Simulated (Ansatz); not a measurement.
# C3H9BGe: rotation by 120° about the C2–Ge3 bond

Wanted: the energy profile along the rotation by 120° about the C2–Ge3 bond, from relaxed end points and a band of images. SMILES of the start: C[C]1([GeH3])BC1.

Program: Ansatz 0.2.0. Level of theory: RKS B3LYP-D4/def2-SVP. These are calculated values, not measurements.

## (1) Starting point

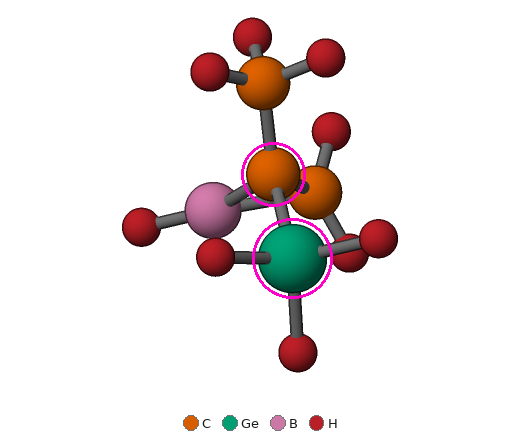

Start, viewed from a free direction; carbon orange, germanium teal, boron pink, hydrogen red. Ringed: C2, Ge3.

Coordinates:

```xyz
14

C    -1.2415    0.9060    0.2442
C    -0.1436   -0.0097   -0.0710
Ge    1.4429    0.1341    0.9993
B    -0.4879   -1.5054   -0.4416
C     0.0462   -0.4281   -1.4887
H    -1.5954    0.8541    1.2925
H    -0.9243    1.9971    0.0712
H    -2.1362    0.7758   -0.4198
H     2.5026   -0.9290    0.6152
H     1.1120   -0.0773    2.5277
H     2.0847    1.5412    0.8471
H    -0.9632   -2.5772   -0.1492
H    -0.7599   -0.0485   -2.2238
H     1.0507   -0.6623   -1.7742
```

## (2) Relaxing end A

Input file input.yaml:

```yaml
crystal:
  periodic: [false, false, false]
  atoms:
    - { symbol: C, position_ang: [-1.2415, 0.906, 0.2442] }
    - { symbol: C, position_ang: [-0.1436, -0.0097, -0.071] }
    - { symbol: Ge, position_ang: [1.4429, 0.1341, 0.9993] }
    - { symbol: B, position_ang: [-0.4879, -1.5054, -0.4416] }
    - { symbol: C, position_ang: [0.0462, -0.4281, -1.4887] }
    - { symbol: H, position_ang: [-1.5954, 0.8541, 1.2925] }
    - { symbol: H, position_ang: [-0.9243, 1.9971, 0.0712] }
    - { symbol: H, position_ang: [-2.1362, 0.7758, -0.4198] }
    - { symbol: H, position_ang: [2.5026, -0.929, 0.6152] }
    - { symbol: H, position_ang: [1.112, -0.0773, 2.5277] }
    - { symbol: H, position_ang: [2.0847, 1.5412, 0.8471] }
    - { symbol: H, position_ang: [-0.9632, -2.5772, -0.1492] }
    - { symbol: H, position_ang: [-0.7599, -0.0485, -2.2238] }
    - { symbol: H, position_ang: [1.0507, -0.6623, -1.7742] }
basis:
  gaussian: { orbitals: def2-SVP }
hamiltonian:
  xc: b3lyp
  dispersion: d4
relax:
  f_tol: 0.015
  max_steps: 40
```

Command:

```console
$ ansatz run input.yaml --threads 2 --pin off --max-ram 3072MiB --backend cpu --events-out ev --progress --plain --runs-dir out
```

The log of the run (excerpt; [...] marks lines left out):

```text
Warning: RAYON_NUM_THREADS=2 ignored (pool sized by the plan → 2); use --threads N
[...]
Functional definition: B3LYP
[...]
1500 factors; integrals over basis functions are off by at most 3.8e-4 eV
[...]
mean field -60441.56926288 eV, -2221.1867016438 hartree, gradient 2.3e-5 eV, S^2 0.000000; 0 other end points of the search recorded, 0 dependent functions left out
[...]
reference -60441.56954434 eV, -2221.1867119873 hartree; 32, 32 occupied and 101, 101 virtual orbitals, 1500 factors
relax step   1: F+E_penalty+E_count = -60442.06895984 eV  Δ(F+E_penalty+E_count) = +0.000e0 eV  max|allowed force component| = 2.585e0 eV/Å  Δτ_max = 0.0000 Å  (27 SCF iters, accepted)
[...]
relax step   4: F+E_penalty+E_count = -60442.51537576 eV  Δ(F+E_penalty+E_count) = -5.316e-3 eV  max|allowed force component| = 7.613e-2 eV/Å  Δτ_max = 0.0329 Å  (32 SCF iters, accepted)
[...]
relax step   7: F+E_penalty+E_count = -60442.51794608 eV  Δ(F+E_penalty+E_count) = -4.657e-4 eV  max|allowed force component| = 3.779e-2 eV/Å  Δτ_max = 0.0154 Å  (32 SCF iters, accepted)
[...]
relax step  10: F+E_penalty+E_count = -60442.51863413 eV  Δ(F+E_penalty+E_count) = -2.174e-4 eV  max|allowed force component| = 2.535e-2 eV/Å  Δτ_max = 0.0344 Å  (31 SCF iters, accepted)
[...]
relax step  11: F+E_penalty+E_count = -60442.51883510 eV  Δ(F+E_penalty+E_count) = -2.010e-4 eV  max|allowed force component| = 1.539e-2 eV/Å  Δτ_max = 0.0195 Å  (25 SCF iters, accepted)
[...]
reference -60442.02486981 eV, -2221.2034448896 hartree; 32, 32 occupied and 101, 101 virtual orbitals, 1500 factors
Total energy: -60442.51918439 eV, -2221.2216106154 hartree
Atom 0 at    -1.275153     0.956560     0.291379 Å, force     0.000411    -0.001867     0.005928 eV/Å
Atom 1 at    -0.194321    -0.067086    -0.040023 Å, force     0.005008     0.005532     0.001233 eV/Å
Atom 2 at     1.438267     0.118239     1.040747 Å, force     0.000291    -0.001657     0.012540 eV/Å
Atom 3 at    -0.477925    -1.498889    -0.476721 Å, force     0.003511    -0.000649     0.000289 eV/Å
Atom 4 at     0.051502    -0.498679    -1.513541 Å, force    -0.001131     0.002562    -0.007755 eV/Å
Atom 5 at    -1.597424     0.880276     1.342983 Å, force    -0.000735    -0.000235    -0.001047 eV/Å
Atom 6 at    -0.926499     1.990020     0.120007 Å, force     0.004364     0.001426    -0.000715 eV/Å
Atom 7 at    -2.171299     0.809744    -0.334904 Å, force     0.000438    -0.001745    -0.002480 eV/Å
Atom 8 at     2.432554    -1.017123     0.708721 Å, force    -0.006826     0.003676    -0.003331 eV/Å
Atom 9 at     1.083408     0.060701     2.542278 Å, force     0.003578     0.002936    -0.000569 eV/Å
Atom 10 at     2.112991     1.475034     0.726848 Å, force    -0.005889    -0.005215    -0.001749 eV/Å
Atom 11 at    -0.889841    -2.588493    -0.209310 Å, force    -0.000027    -0.001291    -0.000278 eV/Å
Atom 12 at    -0.671745    -0.127390    -2.255209 Å, force    -0.001875    -0.001386    -0.001699 eV/Å
Atom 13 at     1.072586    -0.522114    -1.914355 Å, force    -0.001118    -0.002088    -0.000367 eV/Å
Dipole moment:    -0.098958     0.066278    -0.032372 e Å
```

Wall time 56 s (2 threads of Arm Neoverse V2, shared host); peak memory 0.39 GiB.

The steps of the relaxation:

| step | energy from step 1 (eV) | largest force component (eV/Å) |
| --- | --- | --- |
| 1 | 0.0000 | 2.5855 |
| 2 | -0.3648 | 1.0847 |
| 3 | -0.4411 | 0.4375 |
| 4 | -0.4464 | 0.0761 |
| 5 | -0.4477 | 0.0603 |
| 6 | -0.4485 | 0.0478 |
| 7 | -0.4490 | 0.0378 |
| 8 | -0.4491 | 0.0191 |
| 9 | -0.4495 | 0.0217 |
| 10 | -0.4497 | 0.0253 |
| 11 | -0.4499 | 0.0154 |
| 12 | -0.4499 | 0.0125 |

Step 1 is the start.

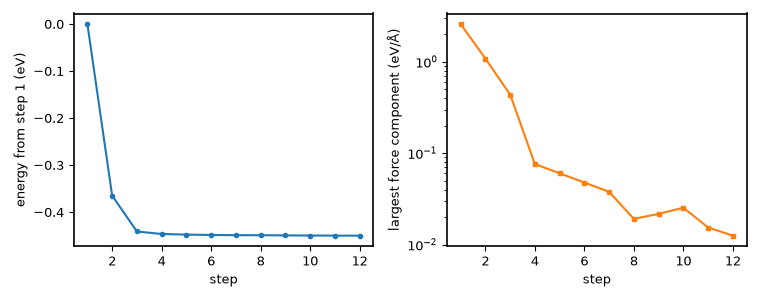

Energy and largest force along the relaxation.

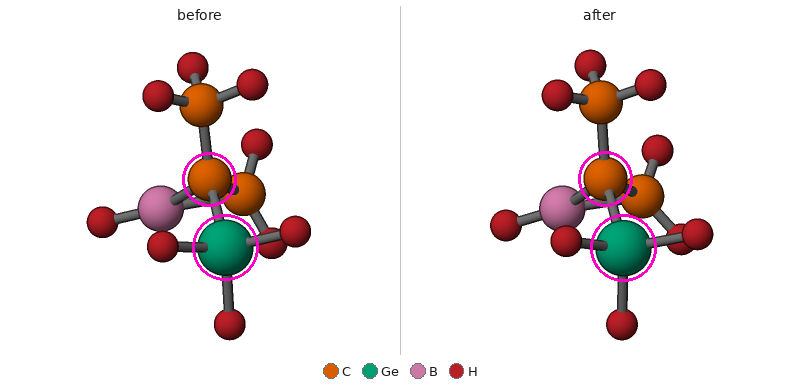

The structure before (left) and after (right), drawn at the same scale.

After: Bond lengths: C1–C2 1.525 Å, C2–Ge3 1.967 Å, C2–B4 1.524 Å, C2–C5 1.555 Å, B4–C5 1.535 Å, C1–H6 1.103 Å, C1–H7 1.104 Å, C1–H8 1.103 Å, Ge3–H9 1.545 Å, Ge3–H10 1.544 Å, Ge3–H11 1.547 Å, B4–H12 1.195 Å, C5–H13 1.100 Å, C5–H14 1.097 Å. Angles (14 of 27 angles, heavy atoms first): C1–C2–Ge3 113.9°, C1–C2–B4 124.1°, C1–C2–C5 120.3°, Ge3–C2–B4 113.6°, Ge3–C2–C5 114.6°, B4–C2–C5 59.8°, C2–B4–C5 61.1°, C2–C5–B4 59.1°, C2–C1–H6 111.6°, C2–C1–H7 111.8°, C2–C1–H8 111.3°, C2–Ge3–H9 110.3°, C2–Ge3–H10 109.9°, C2–Ge3–H11 109.5°.

## (3) End point B

The second end starts from a geometry with the move made by hand.

Edit input.yaml of step 2 so:

```diff
@@ -11,5 +11,5 @@
     - { symbol: H, position_ang: [-2.1362, 0.7758, -0.4198] }
-    - { symbol: H, position_ang: [2.5026, -0.929, 0.6152] }
-    - { symbol: H, position_ang: [1.112, -0.0773, 2.5277] }
-    - { symbol: H, position_ang: [2.0847, 1.5412, 0.8471] }
+    - { symbol: H, position_ang: [2.12343, 1.51787, 0.84849] }
+    - { symbol: H, position_ang: [2.50773, -0.95094, 0.57619] }
+    - { symbol: H, position_ang: [1.11589, -0.08858, 2.50213] }
     - { symbol: H, position_ang: [-0.9632, -2.5772, -0.1492] }
@@ -25 +25,3 @@
   max_steps: 40
+output:
+  orbitals: {}
```

Command:

```console
$ ansatz run input.yaml --threads 2 --pin off --max-ram 3072MiB --backend cpu --events-out ev --progress --plain --runs-dir out
```

The log of the run:

```text
Warning: RAYON_NUM_THREADS=2 ignored (pool sized by the plan → 2); use --threads N
The last accepted step is kept in <dir> (removed where the run ends without a failure and the disk answers)
Engine: ansatz 0.2.0, aarch64-unknown-linux-gnu
[... 1 set-up line as earlier in the session ...]
  parameter a0 = 0.2
  parameter ax = 0.72
  parameter ac = 0.81
  exchange = (1 - a0 - ax)*slater_x + ax*b88_x + a0*exact_x
  correlation = (1 - ac)*vwn_rpa_c + ac*lyp_c
1500 factors; integrals over basis functions are off by at most 3.8e-4 eV
mean field evaluation 1: about -60431.6659 eV, gradient 6.3e1 eV
mean field evaluation 2: about -60416.3669 eV, gradient 9.8e1 eV
mean field evaluation 4: about -60441.4899 eV, gradient 5.1e0 eV
mean field evaluation 8: about -60441.5725 eV, gradient 7.5e-2 eV
mean field evaluation 16: about -60441.5725 eV, gradient 8.9e-5 eV
mean field -60441.57246879 eV, -2221.1868194589 hartree, gradient 8.9e-5 eV, S^2 0.000000; 0 other end points of the search recorded, 0 dependent functions left out
the calculation of the forces begins
reference -60441.57275023 eV, -2221.1868298017 hartree; 32, 32 occupied and 101, 101 virtual orbitals, 1500 factors
relax step   1: F+E_penalty+E_count = -60442.07224124 eV  Δ(F+E_penalty+E_count) = +0.000e0 eV  max|allowed force component| = 2.586e0 eV/Å  Δτ_max = 0.0000 Å  (26 SCF iters, accepted)
these checks for a lower state are left out or cut short: starts, cluster_reference, orbital_swaps, neighbouring_geometries, increment
1500 factors; integrals over basis functions are off by at most 3.5e-4 eV
mean field -60441.93561841 eV, -2221.2001649611 hartree, gradient 1.4e-5 eV, S^2 0.000000; 0 other end points of the search recorded, 0 dependent functions left out
the calculation of the forces begins
reference -60441.93590078 eV, -2221.2001753379 hartree; 32, 32 occupied and 101, 101 virtual orbitals, 1500 factors
relax step   2: F+E_penalty+E_count = -60442.43207128 eV  Δ(F+E_penalty+E_count) = -3.598e-1 eV  max|allowed force component| = 1.082e0 eV/Å  Δτ_max = 0.0899 Å  (30 SCF iters, accepted)
these checks for a lower state are left out or cut short: starts, cluster_reference, orbital_swaps, neighbouring_geometries, increment
1500 factors; integrals over basis functions are off by at most 3.5e-4 eV
mean field -60442.01603017 eV, -2221.2031200387 hartree, gradient 1.4e-5 eV, S^2 0.000000; 0 other end points of the search recorded, 0 dependent functions left out
the calculation of the forces begins
reference -60442.01631309 eV, -2221.2031304358 hartree; 32, 32 occupied and 101, 101 virtual orbitals, 1500 factors
relax step   3: F+E_penalty+E_count = -60442.50939328 eV  Δ(F+E_penalty+E_count) = -7.732e-2 eV  max|allowed force component| = 4.217e-1 eV/Å  Δτ_max = 0.0737 Å  (30 SCF iters, accepted)
these checks for a lower state are left out or cut short: starts, cluster_reference, orbital_swaps, neighbouring_geometries, increment
1500 factors; integrals over basis functions are off by at most 3.5e-4 eV
mean field evaluation 32: about -60441.9986 eV, gradient 5.5e-3 eV
mean field -60442.02120431 eV, -2221.2033101850 hartree, gradient 1.5e-5 eV, S^2 0.000000; 0 other end points of the search recorded, 0 dependent functions left out
the calculation of the forces begins
reference -60442.02148730 eV, -2221.2033205847 hartree; 32, 32 occupied and 101, 101 virtual orbitals, 1500 factors
relax step   4: F+E_penalty+E_count = -60442.51513595 eV  Δ(F+E_penalty+E_count) = -5.743e-3 eV  max|allowed force component| = 9.909e-2 eV/Å  Δτ_max = 0.0387 Å  (32 SCF iters, accepted)
these checks for a lower state are left out or cut short: starts, cluster_reference, orbital_swaps, neighbouring_geometries, increment
1500 factors; integrals over basis functions are off by at most 3.5e-4 eV
mean field -60442.02270157 eV, -2221.2033652081 hartree, gradient 2.4e-5 eV, S^2 0.000000; 0 other end points of the search recorded, 0 dependent functions left out
the calculation of the forces begins
reference -60442.02298439 eV, -2221.2033756016 hartree; 32, 32 occupied and 101, 101 virtual orbitals, 1500 factors
relax step   5: F+E_penalty+E_count = -60442.51667137 eV  Δ(F+E_penalty+E_count) = -1.535e-3 eV  max|allowed force component| = 5.922e-2 eV/Å  Δτ_max = 0.0135 Å  (25 SCF iters, accepted)
these checks for a lower state are left out or cut short: starts, cluster_reference, orbital_swaps, neighbouring_geometries, increment
1500 factors; integrals over basis functions are off by at most 3.5e-4 eV
mean field -60442.02340327 eV, -2221.2033909954 hartree, gradient 1.5e-5 eV, S^2 0.000000; 0 other end points of the search recorded, 0 dependent functions left out
the calculation of the forces begins
reference -60442.02368592 eV, -2221.2034013823 hartree; 32, 32 occupied and 101, 101 virtual orbitals, 1500 factors
relax step   6: F+E_penalty+E_count = -60442.51745483 eV  Δ(F+E_penalty+E_count) = -7.835e-4 eV  max|allowed force component| = 4.755e-2 eV/Å  Δτ_max = 0.0133 Å  (31 SCF iters, accepted)
these checks for a lower state are left out or cut short: starts, cluster_reference, orbital_swaps, neighbouring_geometries, increment
1500 factors; integrals over basis functions are off by at most 3.5e-4 eV
mean field -60442.02374506 eV, -2221.2034035556 hartree, gradient 1.5e-5 eV, S^2 0.000000; 0 other end points of the search recorded, 0 dependent functions left out
the calculation of the forces begins
reference -60442.02402747 eV, -2221.2034139342 hartree; 32, 32 occupied and 101, 101 virtual orbitals, 1500 factors
relax step   7: F+E_penalty+E_count = -60442.51796146 eV  Δ(F+E_penalty+E_count) = -5.066e-4 eV  max|allowed force component| = 3.233e-2 eV/Å  Δτ_max = 0.0161 Å  (32 SCF iters, accepted)
these checks for a lower state are left out or cut short: starts, cluster_reference, orbital_swaps, neighbouring_geometries, increment
1500 factors; integrals over basis functions are off by at most 3.4e-4 eV
mean field -60442.02395978 eV, -2221.2034114467 hartree, gradient 2.1e-5 eV, S^2 0.000000; 0 other end points of the search recorded, 0 dependent functions left out
the calculation of the forces begins
reference -60442.02424207 eV, -2221.2034218205 hartree; 32, 32 occupied and 101, 101 virtual orbitals, 1500 factors
relax step   8: F+E_penalty+E_count = -60442.51822001 eV  Δ(F+E_penalty+E_count) = -2.585e-4 eV  max|allowed force component| = 1.682e-2 eV/Å  Δτ_max = 0.0143 Å  (25 SCF iters, accepted)
these checks for a lower state are left out or cut short: starts, cluster_reference, orbital_swaps, neighbouring_geometries, increment
1500 factors; integrals over basis functions are off by at most 3.4e-4 eV
mean field evaluation 64: about -60441.9978 eV, gradient 1.0e0 eV
mean field -60442.02420053 eV, -2221.2034202941 hartree, gradient 1.5e-5 eV, S^2 0.000000; 0 other end points of the search recorded, 0 dependent functions left out
the calculation of the forces begins
reference -60442.02448266 eV, -2221.2034306622 hartree; 32, 32 occupied and 101, 101 virtual orbitals, 1500 factors
relax step   9: F+E_penalty+E_count = -60442.51854266 eV  Δ(F+E_penalty+E_count) = -3.227e-4 eV  max|allowed force component| = 2.137e-2 eV/Å  Δτ_max = 0.0301 Å  (31 SCF iters, accepted)
these checks for a lower state are left out or cut short: starts, cluster_reference, orbital_swaps, neighbouring_geometries, increment
1500 factors; integrals over basis functions are off by at most 3.4e-4 eV
mean field -60442.02444534 eV, -2221.2034292905 hartree, gradient 1.5e-5 eV, S^2 0.000000; 0 other end points of the search recorded, 0 dependent functions left out
the calculation of the forces begins
reference -60442.02472753 eV, -2221.2034396611 hartree; 32, 32 occupied and 101, 101 virtual orbitals, 1500 factors
relax step  10: F+E_penalty+E_count = -60442.51872981 eV  Δ(F+E_penalty+E_count) = -1.871e-4 eV  max|allowed force component| = 2.994e-2 eV/Å  Δτ_max = 0.0383 Å  (30 SCF iters, accepted)
these checks for a lower state are left out or cut short: starts, cluster_reference, orbital_swaps, neighbouring_geometries, increment
1500 factors; integrals over basis functions are off by at most 3.4e-4 eV
mean field -60442.02445627 eV, -2221.2034296924 hartree, gradient 1.5e-5 eV, S^2 0.000000; 0 other end points of the search recorded, 0 dependent functions left out
the calculation of the forces begins
reference -60442.02473843 eV, -2221.2034400615 hartree; 32, 32 occupied and 101, 101 virtual orbitals, 1500 factors
relax step  11: F+E_penalty+E_count = -60442.51881654 eV  Δ(F+E_penalty+E_count) = -8.673e-5 eV  max|allowed force component| = 2.288e-2 eV/Å  Δτ_max = 0.0276 Å  (31 SCF iters, accepted)
these checks for a lower state are left out or cut short: starts, cluster_reference, orbital_swaps, neighbouring_geometries, increment
1500 factors; integrals over basis functions are off by at most 3.4e-4 eV
mean field -60442.02456065 eV, -2221.2034335280 hartree, gradient 1.2e-5 eV, S^2 0.000000; 0 other end points of the search recorded, 0 dependent functions left out
the calculation of the forces begins
reference -60442.02484287 eV, -2221.2034438996 hartree; 32, 32 occupied and 101, 101 virtual orbitals, 1500 factors
relax step  12: F+E_penalty+E_count = -60442.51891428 eV  Δ(F+E_penalty+E_count) = -9.774e-5 eV  max|allowed force component| = 1.065e-2 eV/Å  Δτ_max = 0.0044 Å  (25 SCF iters, accepted)
1500 factors; integrals over basis functions are off by at most 3.4e-4 eV
mean field evaluation 96: about -60441.9452 eV, gradient 4.9e0 eV
mean field -60442.02456065 eV, -2221.2034335280 hartree, gradient 1.2e-5 eV, S^2 0.000000; 1 other end points of the search recorded, 0 dependent functions left out
the calculation of the forces begins
reference -60442.02484287 eV, -2221.2034438996 hartree; 32, 32 occupied and 101, 101 virtual orbitals, 1500 factors
Total energy: -60442.51919651 eV, -2221.2216110606 hartree
Atom 0 at    -1.267602     0.957496     0.292524 Å, force     0.001594    -0.000228     0.002526 eV/Å
Atom 1 at    -0.192105    -0.069749    -0.044493 Å, force     0.007597     0.002558     0.001372 eV/Å
Atom 2 at     1.444560     0.107388     1.031782 Å, force     0.002316    -0.000812     0.010653 eV/Å
Atom 3 at    -0.478158    -1.501101    -0.480854 Å, force    -0.000737     0.000119    -0.000212 eV/Å
Atom 4 at     0.047775    -0.500498    -1.519211 Å, force    -0.004979     0.001046    -0.010276 eV/Å
Atom 5 at    -1.593546     0.874750     1.342571 Å, force     0.001685     0.000340    -0.002594 eV/Å
Atom 6 at    -0.912032     1.990168     0.130307 Å, force    -0.000322    -0.000487    -0.000700 eV/Å
Atom 7 at    -2.162443     0.820747    -0.337939 Å, force     0.000139    -0.001082    -0.000181 eV/Å
Atom 8 at     2.123345     1.462587     0.718431 Å, force    -0.007234    -0.009583    -0.001150 eV/Å
Atom 9 at     2.432877    -1.031533     0.693102 Å, force    -0.007333     0.007282     0.001251 eV/Å
Atom 10 at     1.093345     0.048575     2.534280 Å, force     0.006166     0.001380    -0.003542 eV/Å
Atom 11 at    -0.888001    -2.591241    -0.211936 Å, force     0.000994     0.001085    -0.001215 eV/Å
Atom 12 at    -0.679672    -0.128683    -2.256766 Å, force     0.001836    -0.002358     0.001105 eV/Å
Atom 13 at     1.066507    -0.524657    -1.926087 Å, force    -0.001722     0.000739     0.002964 eV/Å
Dipole moment:    -0.098582     0.066908    -0.031235 e Å
```

It took 55 s on 2 threads of Arm Neoverse V2, shared host; peak memory 0.39 GiB.

Step by step:

| step | energy from step 1 (eV) | largest force component (eV/Å) |
| --- | --- | --- |
| 1 | 0.0000 | 2.5856 |
| 2 | -0.3598 | 1.0820 |
| 3 | -0.4372 | 0.4217 |
| 4 | -0.4429 | 0.0991 |
| 5 | -0.4444 | 0.0592 |
| 6 | -0.4452 | 0.0476 |
| 7 | -0.4457 | 0.0323 |
| 8 | -0.4460 | 0.0168 |
| 9 | -0.4463 | 0.0214 |
| 10 | -0.4465 | 0.0299 |
| 11 | -0.4466 | 0.0229 |
| 12 | -0.4467 | 0.0107 |

Step 1 is the start.

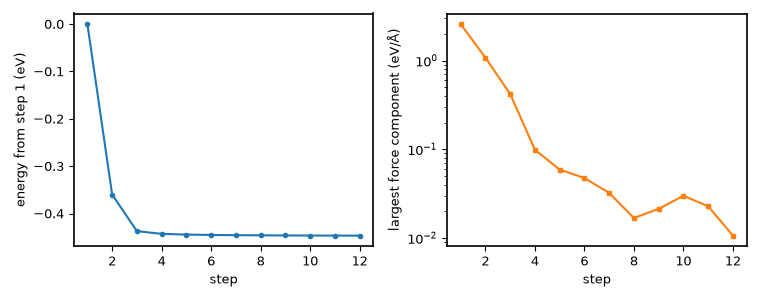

Energy and largest force along the relaxation.

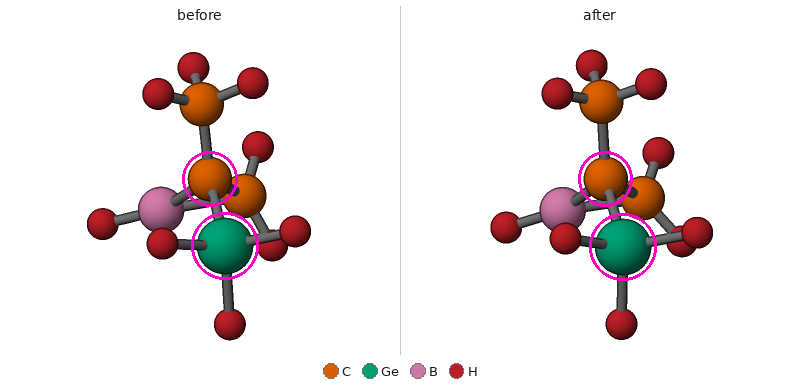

The structure before (left) and after (right), drawn at the same scale.

After: Bond lengths: C1–C2 1.525 Å, C2–Ge3 1.967 Å, C2–B4 1.523 Å, C2–C5 1.555 Å, B4–C5 1.535 Å, C1–H6 1.103 Å, C1–H7 1.104 Å, C1–H8 1.103 Å, Ge3–H9 1.548 Å, Ge3–H10 1.546 Å, Ge3–H11 1.544 Å, B4–H12 1.195 Å, C5–H13 1.101 Å, C5–H14 1.097 Å. Angles (14 of 27 angles, heavy atoms first): C1–C2–Ge3 113.9°, C1–C2–B4 124.3°, C1–C2–C5 120.3°, Ge3–C2–B4 113.4°, Ge3–C2–C5 114.6°, B4–C2–C5 59.8°, C2–B4–C5 61.1°, C2–C5–B4 59.1°, C2–C1–H6 111.6°, C2–C1–H7 111.7°, C2–C1–H8 111.2°, C2–Ge3–H9 109.5°, C2–Ge3–H10 110.2°, C2–Ge3–H11 109.9°.

[end of part 1 of 2]
